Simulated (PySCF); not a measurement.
**C₃H₁₀AlClO (SMILES CC[O+](C)[AlH2-][Cl]): density, localisation and related maps**

Input file:

```
{"job": {"kind": "nmr", "xc": "PBE0", "basis": "pcSseg-1"}, "charge": 0, "multiplicity": 1}
C      1.815695    -0.655753    -0.428805
C      0.831306    -0.421279     0.707679
O     -0.425763     0.067559     0.255950
C     -1.246503    -0.881175    -0.394725
Al    -1.144236     1.830605     0.205547
Cl     0.215353     3.006826     1.178293
H      1.499515    -1.474014    -1.071176
H      2.790325    -0.901668    -0.016804
H      1.904096     0.250084    -1.024470
H      1.212429     0.359004     1.371414
H      0.672115    -1.340025     1.285750
H     -0.796561    -1.228907    -1.325754
H     -2.179103    -0.363190    -0.617635
H     -1.445014    -1.730576     0.263991
H     -2.481535     1.513076     0.945030
H     -1.229718     1.978376    -1.345694
```

Launched as:

```sh
OMP_NUM_THREADS=1 python probes_run.py task.json out
```

Geometry: GFN2-xTB.

Theory: PBE0/pcSseg-1, SCF density, gas phase, non-relativistic (PySCF).

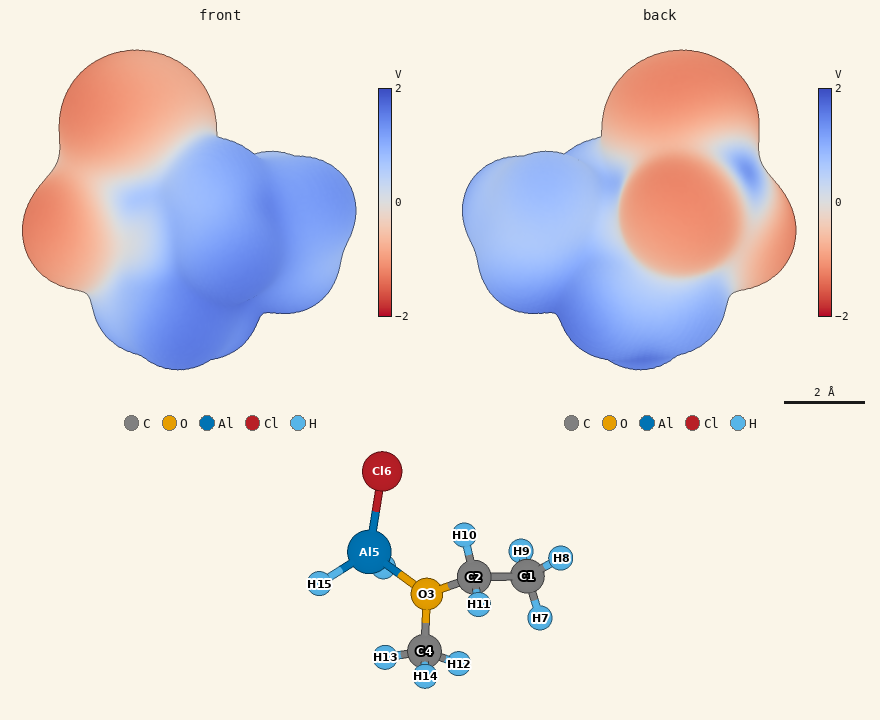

Figure 1. The electrostatic potential painted on the density surface at 0.002 e/bohr³, seen from the front and from behind; red is negative and blue positive. The bare structure is drawn below in the same view.

**Where is the surface potential most negative and most positive?**

The most negative region (about −1.2 V) lies over Cl6, H15 and H16, the most positive (about +1.6 V) over the C and H atoms.

**How polar is the molecule by this calculation?**

Its dipole moment is 6.27 D.

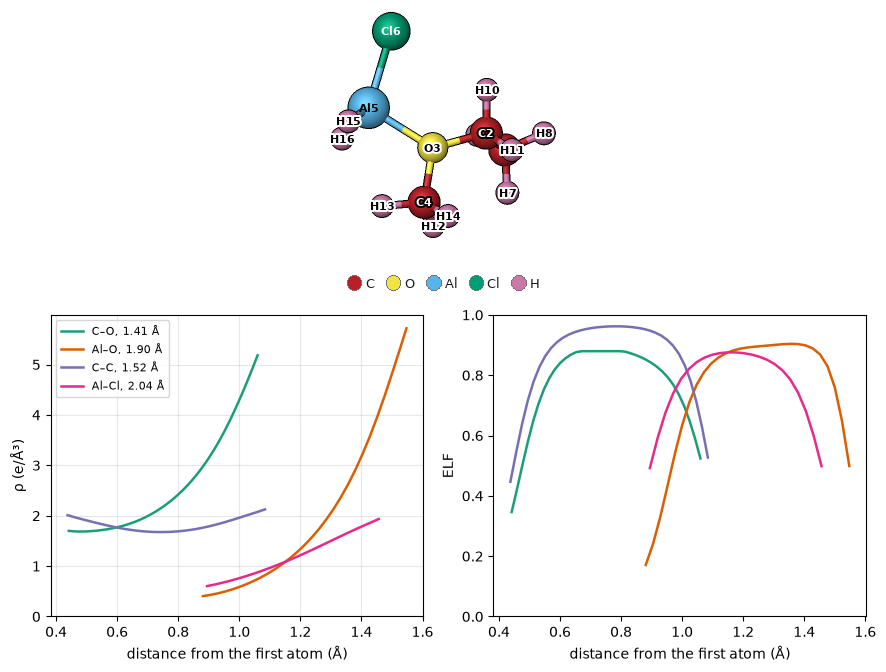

Figure 2. Electron density and electron localisation function along straight lines between neighbouring atoms. The curves leave out the atomic cores. The structure is drawn too.

**Compare the contacts.**

C–O (1.41 Å): ρ at the midpoint is about 2 e/Å³, with its minimum of 1.7 e/Å³ about 0.5 Å from C; the ELF peaks at about 0.90 between the atoms; a shared but strongly polarised pair.
Al–O (1.90 Å): ρ is about 0.49 e/Å³ halfway; the ELF peaks at about 0.90 in the valence shell of O, 0.5 Å from its nucleus, and is about 0.45 at the midpoint.
C–C (1.52 Å): ρ is about 1.7 e/Å³ halfway; the ELF peaks at about 0.95 between the atoms: localised, covalent bonding.
Al–Cl (2.04 Å): ρ is about 0.8 e/Å³ halfway; the ELF peaks at about 0.90 in the valence shell of Cl, 0.9 Å from its nucleus, and is about 0.80 at the midpoint.
